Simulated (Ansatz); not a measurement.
The calculation's input:

```
crystal:
  periodic: [false, false, false]
  atoms:
    - { symbol: Ga, position_ang: [0.053216, -0.274545, -0.138343] }
    - { symbol: Cl, position_ang: [-0.061274, -0.87258, 1.996956] }
    - { symbol: "N", position_ang: [1.680929, -0.197191, -0.914241] }
    - { symbol: H, position_ang: [2.505942, -0.168082, -0.327359] }
    - { symbol: H, position_ang: [1.832058, 0.271918, -1.802714] }
    - { symbol: O, position_ang: [-1.466733, -0.175885, -1.048214] }
    - { symbol: H, position_ang: [-2.244642, -0.344406, -0.507255] }
    - { symbol: S, position_ang: [-0.116915, 2.796225, 1.455701] }
    - { symbol: H, position_ang: [1.226622, 2.814693, 1.595811] }
    - { symbol: H, position_ang: [-0.234903, 1.678652, 2.257158] }
basis:
  gaussian: { orbitals: def2-SVP }
hamiltonian:
  xc: pbe0
relax:
  f_tol: 0.03
  max_steps: 50
output:
  orbitals: {}
```

Command:

```sh
ansatz run input.yaml --threads 4 --pin off --max-ram 5120MiB --backend cpu --events-out ev --progress --plain --runs-dir out
```

The fields are those of the run's last geometry, not of the input's.

All numbers below come from RKS PBE0/def2-SVP in Ansatz.

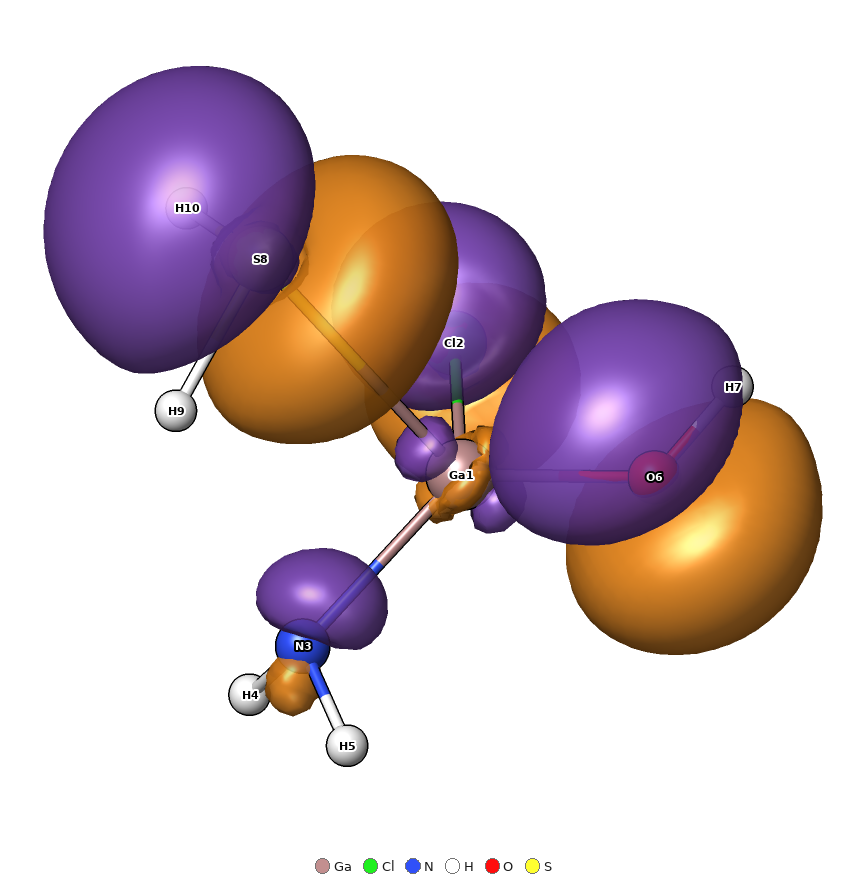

ClGaH$_{5}$NOS. The HOMO−1 at ±0.08 Å⁻³ᐟ² (orange and purple are the two phases), seen across its widest extent.

Describe this orbital and give its energy.

By Hirshfeld shares it lies mainly on O6 (about 45 %), S8 (about 35 %), Cl2 (about 10 %) and Ga1 (about 5 %); largely a combination of lone pairs on O6, S8 and Cl2. Its energy is −8.15 eV.
